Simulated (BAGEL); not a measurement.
# doublet [C3H3FN]2+: levels of theory compared

Wanted: a comparison of 5 runs (UHF/STO-3G, ROHF/6-31G*, UHF/6-31G*, ROHF/cc-pVDZ, UHF/cc-pVDZ) of doublet [C3H3FN]2+. 

The calculation is run with BAGEL 1.2.2.

1 further run of the same task is left out (set aside as unsound or not needed). Runs told in other sessions of the task aren't counted.

### Step 1. The system as given

[C3H3FN]2+: 8 atoms, total charge +2, spin state doublet. SMILES of the parent species: `C[c+]1nc1F`. The shape is that of a GFN2-xTB optimisation. That shape belongs to the parent species and isn't relaxed for this state.

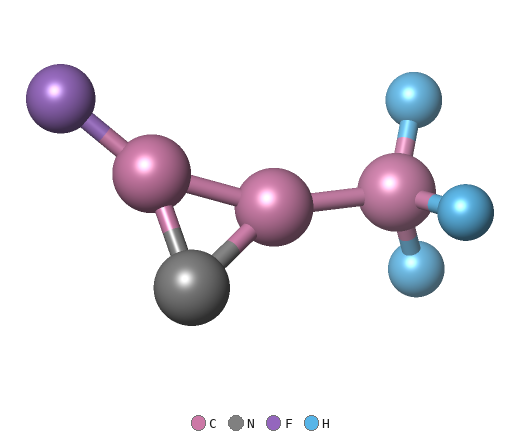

Viewed from a chosen angle; carbon pink, nitrogen grey, fluorine purple, hydrogen blue.

### Step 2. The energy at UHF/STO-3G (density fitting with qzvpp-jkfit) (run 1)

job.json reads:

```json
{ "bagel": [

{
  "title": "molecule",
  "basis": "sto-3g",
  "df_basis": "qzvpp-jkfit",
  "angstrom": true,
  "geometry": [
    { "atom": "C", "xyz": [      -0.832700,      -0.532420,       0.544270 ] },
    { "atom": "C", "xyz": [       0.268230,      -0.014620,      -0.162890 ] },
    { "atom": "N", "xyz": [       1.412850,      -0.319110,      -0.852260 ] },
    { "atom": "C", "xyz": [       1.090790,       0.949520,      -0.721740 ] },
    { "atom": "F", "xyz": [       1.413460,       2.129180,      -0.984680 ] },
    { "atom": "H", "xyz": [      -1.503420,       0.229600,       0.940930 ] },
    { "atom": "H", "xyz": [      -0.471850,      -1.203580,       1.340210 ] },
    { "atom": "H", "xyz": [      -1.377350,      -1.238560,      -0.103830 ] }
  ]
},

{ "title": "uhf", "charge": 2, "nopen": 1 },

{ "title": "print", "file": "orbitals.molden", "orbitals": true }

]}
```

Run with:

```sh
$ BAGEL_NUM_THREADS=1 BAGEL job.json > job.out
```

The program printed:

```text
* using 1 threads per process

  ===============================================================
  ===============================================================

  *** Geometry ***

  { "atom" : "C", "xyz" : [     -1.573575,     -1.006128,      1.028521 ] },
  { "atom" : "C", "xyz" : [      0.506881,     -0.027628,     -0.307817 ] },
  { "atom" : "N", "xyz" : [      2.669900,     -0.603031,     -1.610538 ] },
  { "atom" : "C", "xyz" : [      2.061294,      1.794333,     -1.363891 ] },
  { "atom" : "F", "xyz" : [      2.671052,      4.023567,     -1.860776 ] },
  { "atom" : "H", "xyz" : [     -2.841052,      0.433881,      1.778100 ] },
  { "atom" : "H", "xyz" : [     -0.891667,     -2.274437,      2.532630 ] },
  { "atom" : "H", "xyz" : [     -2.602814,     -2.340539,     -0.196210 ] },

  Number of auxiliary basis functions:      433

  Since a DF basis is specified, we compute 2- and 3-index integrals:
    o Being stored without compression. Storage requirement is 0.003 GB

  Number of basis functions:       28
  Number of electrons      :       37

    * METHOD: MOLECULE                             0.11

  *** Open-shell HF ***

  === Nuclear Repulsion ===
   154.7415038791

      * DIIS with orbital gradients will be used.

  === UHF iteration (sto-3g) ===
      0       -264.51855486          0.06121205           0.02
      1       -264.68817616          0.03699041           0.02
      2       -264.72941036          0.02295720           0.02
      3       -264.75397552          0.00468974           0.02
      4       -264.75641193          0.00283453           0.02
      5       -264.76031540          0.00194705           0.02
      6       -264.76307760          0.00063675           0.02
      7       -264.76367283          0.00037075           0.02
      8       -264.76420277          0.00015142           0.02
      9       -264.76444257          0.00010025           0.02
     10       -264.76458871          0.00009126           0.02
     11       -264.76470807          0.00008529           0.02
     12       -264.76499101          0.00006310           0.02
     13       -264.76499326          0.00002954           0.02
     14       -264.76498776          0.00001683           0.02
     15       -264.76499301          0.00001179           0.02
     16       -264.76499348          0.00000562           0.02
     17       -264.76499355          0.00000293           0.02
     18       -264.76499353          0.00000163           0.02
     19       -264.76499357          0.00000076           0.03
     20       -264.76499357          0.00000047           0.02
     21       -264.76499358          0.00000029           0.02
     22       -264.76499358          0.00000018           0.02
     23       -264.76499358          0.00000008           0.02
     24       -264.76499358          0.00000002           0.02
     25       -264.76499358          0.00000001           0.02
     26       -264.76499358          0.00000001           0.02
    * SCF iteration converged.

    * S^2 (UHF) is 0.8669

    * Permanent dipole moment:
           (    0.419343,     1.005277,    -0.303949) a.u.

    * METHOD: UHF                                  0.68

    * METHOD: PRINT                                0.00

  ===============================================================
```

Run time: 1 s. Hardware: 1 thread of Arm Neoverse V2, shared host; peak memory 0.083 GiB.

### Step 3. The energy at ROHF/6-31G(d) (density fitting with qzvpp-jkfit, spherical functions) (run 2)

calc.json reads:

```json
{ "bagel": [

{
  "title": "molecule",
  "basis": "6-31gs.json",
  "df_basis": "qzvpp-jkfit",
  "angstrom": "true",
  "geometry": [
    { "atom": "C", "xyz": [      -0.832700,      -0.532420,       0.544270 ] },
    { "atom": "C", "xyz": [       0.268230,      -0.014620,      -0.162890 ] },
    { "atom": "N", "xyz": [       1.412850,      -0.319110,      -0.852260 ] },
    { "atom": "C", "xyz": [       1.090790,       0.949520,      -0.721740 ] },
    { "atom": "F", "xyz": [       1.413460,       2.129180,      -0.984680 ] },
    { "atom": "H", "xyz": [      -1.503420,       0.229600,       0.940930 ] },
    { "atom": "H", "xyz": [      -0.471850,      -1.203580,       1.340210 ] },
    { "atom": "H", "xyz": [      -1.377350,      -1.238560,      -0.103830 ] }
  ]
},

{
  "title": "rohf",
  "charge": 2,
  "nopen": 1
},

{
  "title": "print",
  "file": "orbitals.molden",
  "orbitals": "true"
}

]}
```

The basis set 6-31G* is read from a file made from the Basis Set Exchange's data (not shown).

Run with:

```sh
$ BAGEL_NUM_THREADS=1 BAGEL calc.json > calc.out
```

The program printed:

```text
* using 1 threads per process

  ===============================================================
  ===============================================================

  *** Geometry ***

  { "atom" : "C", "xyz" : [     -1.573575,     -1.006128,      1.028521 ] },
  { "atom" : "C", "xyz" : [      0.506881,     -0.027628,     -0.307817 ] },
  { "atom" : "N", "xyz" : [      2.669900,     -0.603031,     -1.610538 ] },
  { "atom" : "C", "xyz" : [      2.061294,      1.794333,     -1.363891 ] },
  { "atom" : "F", "xyz" : [      2.671052,      4.023567,     -1.860776 ] },
  { "atom" : "H", "xyz" : [     -2.841052,      0.433881,      1.778100 ] },
  { "atom" : "H", "xyz" : [     -0.891667,     -2.274437,      2.532630 ] },
  { "atom" : "H", "xyz" : [     -2.602814,     -2.340539,     -0.196210 ] },

  Number of auxiliary basis functions:      433

  Since a DF basis is specified, we compute 2- and 3-index integrals:
    o Being stored without compression. Storage requirement is 0.020 GB

  Number of basis functions:       76
  Number of electrons      :       37

    * METHOD: MOLECULE                             0.16

  *** Open-shell HF ***

  === Nuclear Repulsion ===
   154.7415038791

      * DIIS with orbital gradients will be used.

  === ROHF iteration (6-31gs.json) ===
      0       -267.95446284          0.04984195           0.07
      1       -268.08528278          0.03599250           0.07
      2       -268.12497462          0.02823273           0.07
      3       -268.18621829          0.00321709           0.07
      4       -268.18807585          0.00155559           0.07
      5       -268.18952884          0.00128981           0.07
      6       -268.19054196          0.00094428           0.07
      7       -268.19137001          0.00055761           0.08
      8       -268.19179858          0.00020465           0.11
      9       -268.19215410          0.00010525           0.07
     10       -268.19214824          0.00004379           0.07
     11       -268.19219500          0.00001728           0.08
     12       -268.19219778          0.00000978           0.08
     13       -268.19219881          0.00000548           0.07
     14       -268.19219904          0.00000358           0.07
     15       -268.19219978          0.00000198           0.07
     16       -268.19220016          0.00000079           0.07
     17       -268.19220051          0.00000045           0.07
     18       -268.19220060          0.00000022           0.07
     19       -268.19220064          0.00000014           0.07
     20       -268.19220063          0.00000009           0.07
     21       -268.19220063          0.00000005           0.07
     22       -268.19220062          0.00000003           0.07
     23       -268.19220061          0.00000001           0.07
     24       -268.19220060          0.00000001           0.07
    * SCF iteration converged.

    * S^2 (ROHF) is 0.7500

    * Permanent dipole moment:
           (    0.657037,     1.222172,    -0.464257) a.u.

    * METHOD: ROHF                                 1.97

    * METHOD: PRINT                                0.01

  ===============================================================
```

It took 2.4 s on 1 thread of Arm Neoverse V2, shared host; peak memory 0.094 GiB.

### Step 4. A single-point energy at UHF/6-31G(d) (density fitting with qzvpp-jkfit, spherical functions) (run 3)

input.json reads:

```json
{ "bagel": [

{
  "title": "molecule",
  "basis": "6-31gs.json",
  "df_basis": "qzvpp-jkfit",
  "angstrom": true,
  "geometry": [
    { "atom": "C", "xyz": [   -0.832700,   -0.532420,    0.544270 ] },
    { "atom": "C", "xyz": [    0.268230,   -0.014620,   -0.162890 ] },
    { "atom": "N", "xyz": [    1.412850,   -0.319110,   -0.852260 ] },
    { "atom": "C", "xyz": [    1.090790,    0.949520,   -0.721740 ] },
    { "atom": "F", "xyz": [    1.413460,    2.129180,   -0.984680 ] },
    { "atom": "H", "xyz": [   -1.503420,    0.229600,    0.940930 ] },
    { "atom": "H", "xyz": [   -0.471850,   -1.203580,    1.340210 ] },
    { "atom": "H", "xyz": [   -1.377350,   -1.238560,   -0.103830 ] }
  ]
},
{
  "title": "uhf",
  "charge": 2,
  "nopen": 1
},
{
  "title": "print",
  "file": "orbitals.molden",
  "orbitals": true
}

]}
```

The basis set 6-31G* is read from a file made from the Basis Set Exchange's data (not shown).

Run with:

```sh
$ BAGEL_NUM_THREADS=1 BAGEL input.json > input.out
```

The program printed:

```text
* using 1 threads per process

  ===============================================================
  ===============================================================

  *** Geometry ***

  { "atom" : "C", "xyz" : [     -1.573575,     -1.006128,      1.028521 ] },
  { "atom" : "C", "xyz" : [      0.506881,     -0.027628,     -0.307817 ] },
  { "atom" : "N", "xyz" : [      2.669900,     -0.603031,     -1.610538 ] },
  { "atom" : "C", "xyz" : [      2.061294,      1.794333,     -1.363891 ] },
  { "atom" : "F", "xyz" : [      2.671052,      4.023567,     -1.860776 ] },
  { "atom" : "H", "xyz" : [     -2.841052,      0.433881,      1.778100 ] },
  { "atom" : "H", "xyz" : [     -0.891667,     -2.274437,      2.532630 ] },
  { "atom" : "H", "xyz" : [     -2.602814,     -2.340539,     -0.196210 ] },

  Number of auxiliary basis functions:      433

  Since a DF basis is specified, we compute 2- and 3-index integrals:
    o Being stored without compression. Storage requirement is 0.020 GB

  Number of basis functions:       76
  Number of electrons      :       37

    * METHOD: MOLECULE                             0.16

  *** Open-shell HF ***

  === Nuclear Repulsion ===
   154.7415038791

      * DIIS with orbital gradients will be used.

  === UHF iteration (6-31gs.json) ===
      0       -267.95446284          0.04984195           0.08
      1       -268.09289643          0.03564984           0.08
      2       -268.13564344          0.02735044           0.08
      3       -268.19327317          0.00282794           0.08
      4       -268.19518646          0.00148362           0.08
      5       -268.19678323          0.00118005           0.08
      6       -268.19779086          0.00081829           0.08
      7       -268.19878982          0.00047824           0.08
      8       -268.19930439          0.00018196           0.09
      9       -268.19946233          0.00008409           0.07
     10       -268.19956557          0.00004445           0.07
     11       -268.19961549          0.00003479           0.07
     12       -268.19965579          0.00002857           0.07
     13       -268.19970206          0.00002582           0.07
     14       -268.19975392          0.00001997           0.07
     15       -268.19977086          0.00001102           0.07
     16       -268.19977022          0.00000524           0.07
     17       -268.19977099          0.00000351           0.07
     18       -268.19977100          0.00000238           0.08
     19       -268.19977101          0.00000102           0.07
     20       -268.19977101          0.00000060           0.07
     21       -268.19977101          0.00000036           0.07
     22       -268.19977101          0.00000030           0.07
     23       -268.19977101          0.00000025           0.07
     24       -268.19977102          0.00000013           0.07
     25       -268.19977102          0.00000007           0.08
     26       -268.19977102          0.00000003           0.08
     27       -268.19977102          0.00000002           0.08
     28       -268.19977102          0.00000001           0.07
    * SCF iteration converged.

    * S^2 (UHF) is 0.8038

    * Permanent dipole moment:
           (    0.647014,     1.235313,    -0.458675) a.u.

    * METHOD: UHF                                  2.33

    * METHOD: PRINT                                0.01

  ===============================================================
```

It took 2.8 s on 1 thread of Arm Neoverse V2, shared host; peak memory 0.094 GiB.

Run 4 isn't shown in full; the table further down has it.

### Step 5. A single-point energy at UHF/cc-pVDZ (density fitting with qzvpp-jkfit) (run 5)

input.json reads:

```json
{ "bagel": [

{
  "title": "molecule",
  "basis": "cc-pvdz.json",
  "df_basis": "qzvpp-jkfit",
  "angstrom": true,
  "geometry": [
    { "atom": "C", "xyz": [      -0.832700,      -0.532420,       0.544270 ] },
    { "atom": "C", "xyz": [       0.268230,      -0.014620,      -0.162890 ] },
    { "atom": "N", "xyz": [       1.412850,      -0.319110,      -0.852260 ] },
    { "atom": "C", "xyz": [       1.090790,       0.949520,      -0.721740 ] },
    { "atom": "F", "xyz": [       1.413460,       2.129180,      -0.984680 ] },
    { "atom": "H", "xyz": [      -1.503420,       0.229600,       0.940930 ] },
    { "atom": "H", "xyz": [      -0.471850,      -1.203580,       1.340210 ] },
    { "atom": "H", "xyz": [      -1.377350,      -1.238560,      -0.103830 ] }
  ]
},

{ "title": "uhf", "charge": 2, "nopen": 1 },

{ "title": "print", "file": "orbitals.molden", "orbitals": true }

]}
```

The basis set cc-pVDZ is read from a file made from the Basis Set Exchange's data (not shown).

Run with:

```sh
$ BAGEL_NUM_THREADS=1 BAGEL input.json > input.out
```

The program printed:

```text
* using 1 threads per process

  ===============================================================
  ===============================================================

  *** Geometry ***

  { "atom" : "C", "xyz" : [     -1.573575,     -1.006128,      1.028521 ] },
  { "atom" : "C", "xyz" : [      0.506881,     -0.027628,     -0.307817 ] },
  { "atom" : "N", "xyz" : [      2.669900,     -0.603031,     -1.610538 ] },
  { "atom" : "C", "xyz" : [      2.061294,      1.794333,     -1.363891 ] },
  { "atom" : "F", "xyz" : [      2.671052,      4.023567,     -1.860776 ] },
  { "atom" : "H", "xyz" : [     -2.841052,      0.433881,      1.778100 ] },
  { "atom" : "H", "xyz" : [     -0.891667,     -2.274437,      2.532630 ] },
  { "atom" : "H", "xyz" : [     -2.602814,     -2.340539,     -0.196210 ] },

  Number of auxiliary basis functions:      433

  Since a DF basis is specified, we compute 2- and 3-index integrals:
    o Being stored without compression. Storage requirement is 0.025 GB

  Number of basis functions:       85
  Number of electrons      :       37

    * METHOD: MOLECULE                             0.17

  *** Open-shell HF ***

  === Nuclear Repulsion ===
   154.7415038791

      * DIIS with orbital gradients will be used.

  === UHF iteration (cc-pvdz.json) ===
      0       -267.97497535          0.03973711           0.08
      1       -268.12223007          0.02719007           0.08
      2       -268.16767744          0.01980545           0.08
      3       -268.21736305          0.00232900           0.08
      4       -268.21920177          0.00118557           0.08
      5       -268.22069619          0.00095969           0.08
      6       -268.22149851          0.00069842           0.08
      7       -268.22238724          0.00044562           0.09
      8       -268.22294904          0.00015768           0.08
      9       -268.22310182          0.00007049           0.08
     10       -268.22319685          0.00003810           0.08
     11       -268.22323801          0.00002942           0.08
     12       -268.22327731          0.00002365           0.08
     13       -268.22331821          0.00002096           0.08
     14       -268.22336500          0.00001609           0.08
     15       -268.22337828          0.00000929           0.08
     16       -268.22337794          0.00000410           0.08
     17       -268.22337850          0.00000267           0.08
     18       -268.22337859          0.00000173           0.08
     19       -268.22337859          0.00000086           0.08
     20       -268.22337859          0.00000057           0.08
     21       -268.22337860          0.00000024           0.08
     22       -268.22337860          0.00000020           0.08
     23       -268.22337860          0.00000016           0.08
     24       -268.22337860          0.00000008           0.08
     25       -268.22337860          0.00000003           0.08
     26       -268.22337860          0.00000001           0.08
     27       -268.22337860          0.00000001           0.08
    * SCF iteration converged.

    * S^2 (UHF) is 0.8015

    * Permanent dipole moment:
           (    0.687453,     1.272757,    -0.485719) a.u.

    * METHOD: UHF                                  2.34

    * METHOD: PRINT                                0.01

  ===============================================================
```

It took 2.8 s on 1 thread of Arm Neoverse V2, shared host; peak memory 0.1 GiB.

### Step 6. All runs side by side

| run | level | energy (Eh) | ⟨S²⟩ | wall time |
| --- | --- | --- | --- | --- |
| 1 | UHF/STO-3G (density fitting with qzvpp-jkfit) | -264.764994 | 0.867 | 1 s |
| 2 | ROHF/6-31G* (density fitting with qzvpp-jkfit, spherical functions) | -268.192201 | 0.750 | 2.4 s |
| 3 | UHF/6-31G* (density fitting with qzvpp-jkfit, spherical functions) | -268.199771 | 0.804 | 2.8 s |
| 4 | ROHF/cc-pVDZ (density fitting with qzvpp-jkfit) | -268.215771 | 0.750 | 2.8 s |
| 5 | UHF/cc-pVDZ (density fitting with qzvpp-jkfit) | -268.223379 | 0.801 | 2.8 s |

### Step 7. Summary of results

| quantity | value |
| --- | --- |
| run 5: total energy | -268.22338 Eh |
| run 5: ⟨S²⟩ | 0.801 |

**Reading.** In run 1 the basis is minimal, so the values are rough. Spin contamination of the reference: run 1 ⟨S²⟩ = 0.87. All runs together took 12 s, the longest 2.8 s.
